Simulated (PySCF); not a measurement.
# CH3AlF2 (SMILES [CH3][Al]([F])[F]): levels of theory compared

Aim: a comparison of 6 runs (B3LYP/6-31G*, B3LYP/def2-SVP, PBE0/def2-SVP, CAM-B3LYP/6-311+G**, MP2/def2-TZVP) of CH3AlF2. The job is set up through a Python script.

The results are computed with PySCF 2.14.0.

### Step 1. Starting point

CH3AlF2 has 7 atoms, charge 0, and is taken as a singlet. SMILES: `[CH3][Al]([F])[F]`. Geometry: relaxed at PBE0-D4/def2-TZVP.

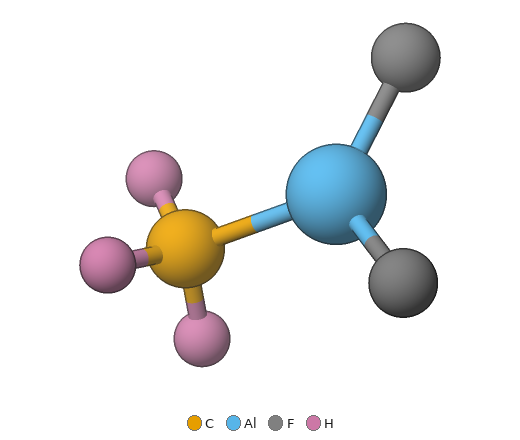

The structure, seen from a chosen angle (carbon amber, aluminium blue, fluorine grey, hydrogen pink).

### Step 2. Energy and gradient at B3LYP/6-31G(d) (spherical functions) (run 1)

File job.py:

```python
# [CH3][Al]([F])[F]
from pyscf import gto, dft

mol = gto.M(
    atom='''
C     -0.479235     1.560725    -0.451078
Al     0.553879    -1.806956     0.463928
F      2.859534    -2.304521     2.485935
F     -0.800110    -4.341835    -0.715450
H     -2.032967     1.542017    -1.806767
H     -1.083569     2.616326     1.219062
H      1.098120     2.605743    -1.281612
''',
    max_memory=1860,
    verbose=4,
    unit='bohr',
    basis='6-31g*',
)

mf = dft.RKS(mol)
mf.xc = 'b3lyp'
mf.grids.level = 5
mf.conv_tol = 1e-10
mf.kernel()
if not mf.converged:
    mf = mf.newton().run(mf.mo_coeff, mf.mo_occ)

energy = mf.e_tot
print('E(%s) = %.9f' % ('B3LYP', energy))
grad = mf.nuc_grad_method().kernel()
mf.analyze()
```

On the command line:

```sh
OMP_NUM_THREADS=1 python job.py
```

What it wrote:

```text
PySCF version 2.14.0

[... 75 lines left out ...]
converged SCF energy = -482.181471008622
[... 26 lines left out ...]
MO #3   energy= -24.6535583431576  occ= 2
[... 8 lines left out ...]
MO #12  energy= -0.466471570187766 occ= 2
[... 8 lines left out ...]
MO #21  energy= -0.0184674870060269 occ= 0
[... 8 lines left out ...]
MO #30  energy= 0.317983115420561  occ= 0
[... 8 lines left out ...]
MO #39  energy= 0.854326425671797  occ= 0
[... 8 lines left out ...]
MO #48  energy= 1.35970886861818   occ= 0
[... 8 lines left out ...]
MO #57  energy= 1.8685052776029    occ= 0
[... 8 lines left out ...]
MO #66  energy= 2.67481061630995   occ= 0
[... 76 lines left out ...]
Dipole moment(X, Y, Z, Debye): -0.59977,  1.97083, -0.53162
```

It took 33 s on 1 thread of Intel Xeon at 2.50GHz (Skylake/Cascade Lake), shared host; peak memory 0.66 GiB.

### Step 3. Energy and gradient at B3LYP/6-31G(d) (Cartesian functions) (run 2)

File mol.xyz:

```xyz
7
CH3AlF2
C     -0.253600     0.825900    -0.238700
Al     0.293100    -0.956200     0.245500
F      1.513200    -1.219500     1.315500
F     -0.423400    -2.297600    -0.378600
H     -1.075800     0.816000    -0.956100
H     -0.573400     1.384500     0.645100
H      0.581100     1.378900    -0.678200
```

File calc.py:

```python
import pyscf.grad
from pyscf import gto, dft

mol = gto.M(
    atom='mol.xyz',
    basis='6-31g*',
    verbose=4,
    cart=True,
    max_memory=1860,
)

mf = dft.RKS(mol)
mf.xc = 'b3lyp'
mf.conv_tol = 1e-10
mf.grids.level = 5
mf.kernel()
if not mf.converged:
    mf = mf.newton().run(mf.mo_coeff, mf.mo_occ)

energy = mf.e_tot
print('E = %.10f Eh' % energy)
grad = mf.Gradients().kernel()
mf.analyze()
```

On the command line:

```sh
OMP_NUM_THREADS=1 python calc.py
```

What it wrote:

```text
PySCF version 2.14.0

[... 98 lines left out ...]
DFT Exchange-Correlation Energy =      -46.324746697554453
[... 11 lines left out ...]
MO #10  energy= -1.13092665652876  occ= 2
[... 9 lines left out ...]
MO #20  energy= -0.323294097018245 occ= 2
[... 9 lines left out ...]
MO #30  energy= 0.31827303626762   occ= 0
[... 9 lines left out ...]
MO #40  energy= 0.88115798338713   occ= 0
[... 9 lines left out ...]
MO #50  energy= 1.63155926907111   occ= 0
[... 9 lines left out ...]
MO #60  energy= 2.02534370019725   occ= 0
[... 9 lines left out ...]
MO #70  energy= 4.25462192370622   occ= 0
[... 80 lines left out ...]
Dipole moment(X, Y, Z, Debye): -0.59935,  1.96958, -0.53125
```

Run time: 33 s. Hardware: 1 thread of Intel Xeon at 2.50GHz (Skylake/Cascade Lake), shared host; peak memory 0.69 GiB.

Runs 3 to 5 aren't shown in full; the table further down has their settings and results.

### Step 4. Energy and gradient at MP2/def2-TZVP (run 6)

File job.py:

```python
from pyscf import gto, mp

mol = gto.Mole()
mol.atom = '''
C     -0.479235     1.560725    -0.451078
Al     0.553879    -1.806956     0.463928
F      2.859534    -2.304521     2.485935
F     -0.800110    -4.341835    -0.715450
H     -2.032967     1.542017    -1.806767
H     -1.083569     2.616326     1.219062
H      1.098120     2.605743    -1.281612
'''
mol.max_memory = 1860
mol.spin = 0
mol.verbose = 3
mol.basis = 'def2-tzvp'
mol.unit = 'bohr'
mol.build()

calc0 = mol.RHF()
calc0.conv_tol = 1e-10
calc0.kernel()
if not calc0.converged:
    calc0 = calc0.newton().run(calc0.mo_coeff, calc0.mo_occ)

pt = mp.MP2(calc0, frozen=8).run()
etot = pt.e_tot
print('Final energy', etot)
grad = pt.nuc_grad_method().kernel()
dip = calc0.dip_moment()
pop, q = calc0.mulliken_pop()
```

On the command line:

```sh
OMP_NUM_THREADS=1 python job.py
```

What it wrote:

```text
converged SCF energy = -480.695453020809
[... 2 lines left out ...]
Final energy -481.44327905820853
[... 10 lines left out ...]
Dipole moment(X, Y, Z, Debye): -0.64889,  2.07075, -0.57474
[... 156 lines left out ...]
charge of    6H =      0.13578
```

Wall time 2.2 min (1 thread of Intel Xeon at 2.50GHz (Skylake/Cascade Lake), shared host); peak memory 2 GiB.

### Step 5. The series

| run | level | Cartesian functions | integration grid | energy (Eh) | dipole moment (D) of the reference | HOMO energy (eV) | LUMO energy (eV) | wall time |
| --- | --- | --- | --- | --- | --- | --- | --- | --- |
| 1 | B3LYP/6-31G* (spherical functions) | no | 5 | -482.181471 | 2.13 | -8.80 | -0.50 | 33 s |
| 2 | B3LYP/6-31G* (Cartesian functions) | yes | 5 | -482.187031 | 2.13 | -8.80 | -0.53 | 33 s |
| 3 | B3LYP/def2-SVP | no | 5 | -481.942757 | 2.14 | -8.96 | -0.62 | 34 s |
| 4 | PBE0/def2-SVP | no | 5 | -481.565052 | 2.20 | -9.24 | -0.29 | 34 s |
| 5 | CAM-B3LYP/6-311+G** | no | 5 | -482.209740 | 2.45 | -10.87 | -0.27 | 1.8 min |
| 6 | MP2/def2-TZVP | no | – | -481.443279 | 2.24 | -12.58 | 2.13 | 2.2 min |

### Step 6. What came out

```
                                          quantity          value
                               run 6: total energy  -481.44328 Eh
       run 6: dipole moment (Hartree–Fock density)         2.24 D
        run 6: HOMO energy (Hartree–Fock orbitals)      -12.58 eV
        run 6: LUMO energy (Hartree–Fock orbitals)        2.13 eV
      run 6: HOMO–LUMO gap (Hartree–Fock orbitals)       14.71 eV
run 6: correlation energy (8 core orbitals frozen)     -747.8 mEh
                   run 6: largest force on an atom     0.205 eV/Å
```

In words: Over runs 1, 2, 3, 4, 5 the dipole moment (its size) runs from 2.13 D (B3LYP/6-31G*) to 2.45 D (CAM-B3LYP/6-311+G**). The two ends differ in method and basis. Over runs 1, 2, 3, 4, 5 the HOMO–LUMO gap runs from 8.27 eV (B3LYP/6-31G*) to 10.60 eV (CAM-B3LYP/6-311+G**). Totals of different functionals can't be ranked against each other. All runs together took 6.2 min, the longest 2.2 min.
